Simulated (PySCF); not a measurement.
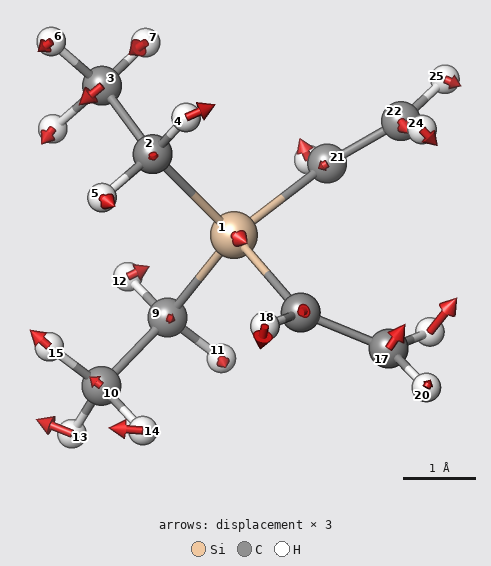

This is a relaxation of C8H16Si. The starting structure is drawn; red arrows show the displacements, 3 times their true length. The two geometries are superimposed by the best rigid fit.

A ball-and-stick model, seen face on.

The start comes from GFN2-xTB. Its atoms were then displaced at random by about 0.03 Å.

The calculation used PySCF 2.14.0, density-fitted response routines, PBE0-D3(BJ)/def2-SVP geometry optimisation, gas phase. 

**Atoms of which element are displaced furthest, and by how much?**

Hydrogen: up to 0.23 Å, against 0.15 Å for carbon.

**What happened in the run?**

The atom that moves furthest after the best rigid fit is an H atom (0.23 Å). By element the largest moves are H 0.23 Å, C 0.15 Å, Si 0.11 Å. Among the contacts that change: C–Si 2.018 → 1.880 Å, C–H 0.982 → 1.104 Å, C–H 1.187 → 1.102 Å, C–C 1.260 → 1.339 Å. Among the angles between lasting bonds that change: Si–C–H 110.2° → 117.6°, Si–C–H 113.7° → 107.2°, Si–C–C 131.4° → 125.0°. Over 9 geometry steps the energy falls by 1.379 eV.
